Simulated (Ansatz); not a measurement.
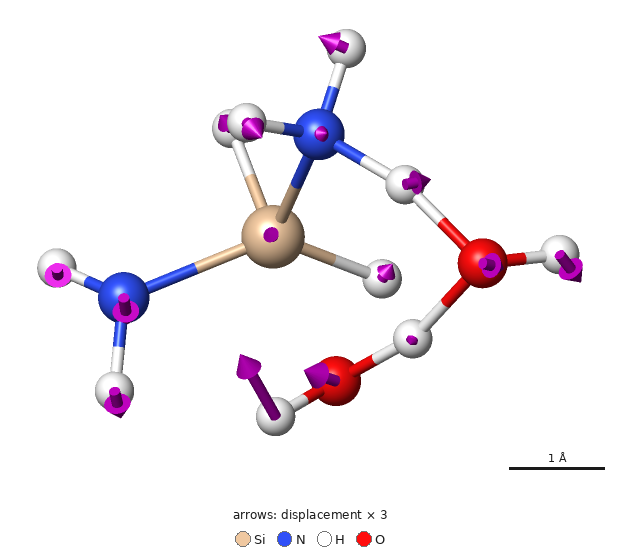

A constrained relaxation of SiN2H10O2. The starting structure is drawn; purple arrows show the displacements, magnified 3 times. The two geometries are superimposed by the best rigid fit.

Style: ball-and-stick. Shown at a tilt.

The reaction that was planned forms Si1–O7, H6–O9, N2–H8 and breaks Si1–N2, H6–O7, H8–O9 (atoms numbered from 1 in input order).

Method: RKS PBE0-D4/def2-SVP in Ansatz 0.2.0. Set-up: held fixed: the distance between atoms 1 (Si) and 7 (O), the distance between atoms 6 (H) and 9 (O), the distance between atoms 2 (N) and 8 (H), the distance between atoms 1 (Si) and 2 (N), the distance between atoms 6 (H) and 7 (O), the distance between atoms 8 (H) and 9 (O), counting from 1; force threshold 0.04 eV/Å; at most 150 steps.

Describe the change and its energy.

An H atom moves most after the best rigid fit: 0.33 Å. Largest moves by element: H 0.33 Å, O 0.17 Å, N 0.17 Å, Si 0.05 Å. Among the contacts that change: H–Si 1.462 → 1.495 Å, H–Si 1.510 → 1.532 Å, H–N 1.010 → 1.021 Å, H–O 0.958 → 0.965 Å. Bond angles that change, for instance: N–Si–N 110.4° → 118.8°, H–Si–N 133.7° → 129.1°, H–N–H 109.8° → 114.1°. Over 5 geometry steps the energy falls by 0.102 eV. The largest force component goes from 0.58 to 0.035 eV/Å. Cost: 28 s on 8 threads of Intel Xeon @ 2.50GHz (shared host).
